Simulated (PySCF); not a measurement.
**Two runs on CH₅FSi**

System: CH₅FSi (fluoromethylsilane), SMILES C[SiH2]F.
Method of run 1: GIAO PBE0/pcSseg-1 NMR shielding, non-relativistic, IEF-PCM dichloromethane (PySCF 2.14.0).

The geometry comes from this level: PBE0-D3(BJ)/def2-SVP. Text and figures count atoms from 1; the logs count them from 0 in places.

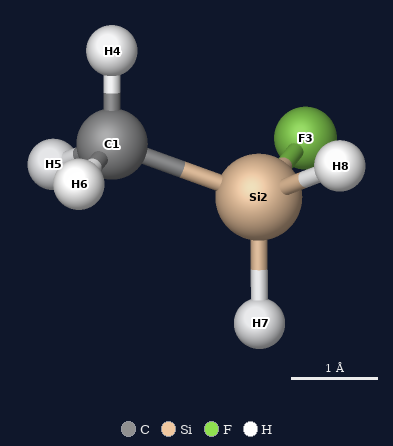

Figure 1. The structure as given in the input (ball-and-stick view, seen at a tilt; atoms are numbered from 1 in the order of the input). Bond lengths as drawn: C–H 1.10 Å, C–Si 1.86 Å, F–Si 1.63 Å and H–Si 1.49 Å.

**Input file, run 1**
```
{"job": {"kind": "nmr", "xc": "PBE0", "basis": "pcSseg-1", "solvent": "dichloromethane", "pop": false}, "charge": 0, "multiplicity": 1}
C     -0.935065    -0.047344    -0.048158
Si     0.925450    -0.063248    -0.026700
F      1.472314     1.436048     0.302429
H     -1.340124     0.249983     0.931245
H     -1.316760     0.651805    -0.807808
H     -1.318923    -1.052560    -0.285460
H      1.478846    -0.461466    -1.353095
H      1.446989    -0.971178     1.035351
```

The first line tells a small driver script what to run in PySCF; the rest is the geometry in Å.

Hardware: 1 CPU thread, shared host.

**Output (run 1)**
```
coarse grid: 6896 points
cycle   1  E = -430.1421052559  dE = -4.167e-02  |g| = 5.666e-01  |ddm| = 2.313e+00
cycle   2  E = -430.0967953460  dE =  4.531e-02  |g| = 8.009e-01  |ddm| = 8.822e-01
cycle   3  E = -430.1975888570  dE = -1.008e-01  |g| = 5.621e-02  |ddm| = 5.207e-01
cycle   4  E = -430.1981506957  dE = -5.618e-04  |g| = 1.995e-02  |ddm| = 4.948e-02
cycle   5  E = -430.1982415756  dE = -9.088e-05  |g| = 2.515e-03  |ddm| = 1.607e-02
cycle   6  E = -430.1982427684  dE = -1.193e-06  |g| = 3.269e-04  |ddm| = 2.560e-03
final grid: 61600 points
cycle   7  E = -430.2202850785  dE = -1.095e-05  |g| = 4.394e-03  |ddm| = 9.438e-03
cycle   8  E = -430.2202834410  dE =  1.638e-06  |g| = 5.027e-03  |ddm| = 6.630e-03
cycle   9  E = -430.2202898717  dE = -6.431e-06  |g| = 2.095e-04  |ddm| = 3.605e-03
cycle  10  E = -430.2202898755  dE = -3.796e-09  |g| = 1.050e-04  |ddm| = 1.741e-04
cycle  11  E = -430.2202898770  dE = -1.480e-09  |g| = 2.099e-05  |ddm| = 6.587e-05
cycle  12  E = -430.2202898770  dE = -5.741e-11  |g| = 2.493e-06  |ddm| = 1.609e-05
converged SCF energy = -430.2202898770

GIAO shielding tensors (ppm)
atom      isotropic    diamagn.    paramagn.     s11        s22        s33       span
  0 C      186.388     255.638     -69.250    172.332    190.167    196.666     24.333
  1 Si     338.263     877.154    -538.891    271.288    337.051    406.450    135.162
  2 F      396.350     470.184     -73.834    378.544    390.131    420.374     41.830
  3 H       30.480      30.282       0.197     26.562     27.798     37.078     10.516
  4 H       30.492      30.213       0.279     26.577     27.811     37.089     10.513
  5 H       31.137      30.063       1.074     27.471     27.510     38.430     10.958
  6 H       26.112      28.303      -2.191     22.902     24.796     30.639      7.737
  7 H       26.112      28.336      -2.224     22.914     24.786     30.636      7.722
```

For run 2 the input was changed thus:
```diff
-"solvent": "dichloromethane"
-"pop": false
+"solvent": "chloroform"
+"pop": true
```

Predict how the results change.

The total energy of run 2 is 0.31 kcal/mol higher: the change of the electrostatic solvation energy at this fixed geometry, without cavity or dispersion terms. The dipole moment goes from 2.21 to 2.16 D. Of all shieldings, the largest change is that of Si2, by +0.5 ppm. The number of SCF iterations is the same.

**Output (run 2)**
```
coarse grid: 6896 points
cycle   1  E = -430.1412822098  dE = -4.088e-02  |g| = 5.675e-01  |ddm| = 2.313e+00
cycle   2  E = -430.0947039992  dE =  4.658e-02  |g| = 8.066e-01  |ddm| = 8.923e-01
cycle   3  E = -430.1970737523  dE = -1.024e-01  |g| = 5.718e-02  |ddm| = 5.291e-01
cycle   4  E = -430.1976568416  dE = -5.831e-04  |g| = 2.022e-02  |ddm| = 5.033e-02
cycle   5  E = -430.1977503086  dE = -9.347e-05  |g| = 2.546e-03  |ddm| = 1.635e-02
cycle   6  E = -430.1977515423  dE = -1.234e-06  |g| = 3.368e-04  |ddm| = 2.582e-03
final grid: 61600 points
cycle   7  E = -430.2197954182  dE = -1.094e-05  |g| = 4.400e-03  |ddm| = 9.447e-03
cycle   8  E = -430.2197937535  dE =  1.665e-06  |g| = 5.040e-03  |ddm| = 6.657e-03
cycle   9  E = -430.2198002214  dE = -6.468e-06  |g| = 2.111e-04  |ddm| = 3.629e-03
cycle  10  E = -430.2198002253  dE = -3.905e-09  |g| = 1.058e-04  |ddm| = 1.769e-04
cycle  11  E = -430.2198002268  dE = -1.502e-09  |g| = 2.104e-05  |ddm| = 6.672e-05
cycle  12  E = -430.2198002268  dE = -5.912e-11  |g| = 2.562e-06  |ddm| = 1.615e-05
converged SCF energy = -430.2198002268

GIAO shielding tensors (ppm)
atom      isotropic    diamagn.    paramagn.     s11        s22        s33       span
  0 C      186.276     255.604     -69.328    172.329    189.989    196.509     24.181
  1 Si     338.797     877.143    -538.346    272.254    337.088    407.048    134.794
  2 F      395.887     470.044     -74.157    378.006    389.515    420.138     42.132
  3 H       30.492      30.298       0.194     26.585     27.812     37.078     10.493
  4 H       30.503      30.228       0.275     26.597     27.824     37.088     10.491
  5 H       31.179      30.104       1.076     27.527     27.571     38.440     10.913
  6 H       26.114      28.296      -2.182     22.907     24.794     30.642      7.735
  7 H       26.114      28.328      -2.215     22.919     24.783     30.639      7.720
```

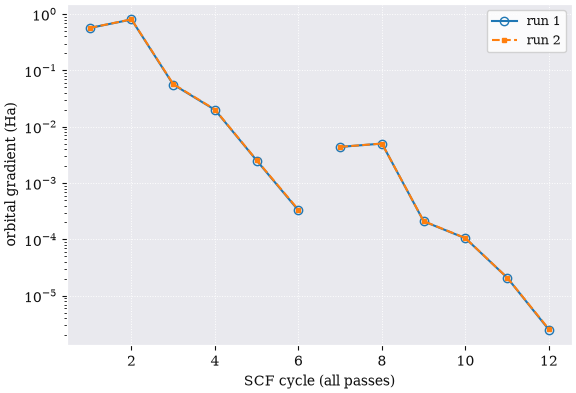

Figure 2. Convergence of the two runs: orbital gradient against the SCF cycle. A break in a curve parts two SCF passes (coarse and final grid). Run 1 takes 12 cycles in all, and run 2 takes 12.

**The two runs side by side**

| quantity | run 1 | run 2 |
| --- | --- | --- |
| outcome | converged | converged |
| total energy (hartree) | −430.220290 | −430.219800 |
| HOMO (eV) | −9.13 | −9.15 |
| LUMO (eV) | 0.81 | 0.81 |
| dipole moment (D) | 2.21 | 2.16 |
| shielding of C1 (ppm) | 186.4 | 186.3 |
| shielding of Si2 (ppm) | 338.3 | 338.8 |
| shielding of F3 (ppm) | 396.3 | 395.9 |
| shielding of H4 (ppm) | 30.5 | 30.5 |
| shielding of H5 (ppm) | 30.5 | 30.5 |
| shielding of H6 (ppm) | 31.1 | 31.2 |
| shielding of H7 (ppm) | 26.1 | 26.1 |
| SCF iterations | 12 | 12 |
| basis functions | 83 | 83 |
| wall time (shared host) | 2.9 s | 4.3 s |
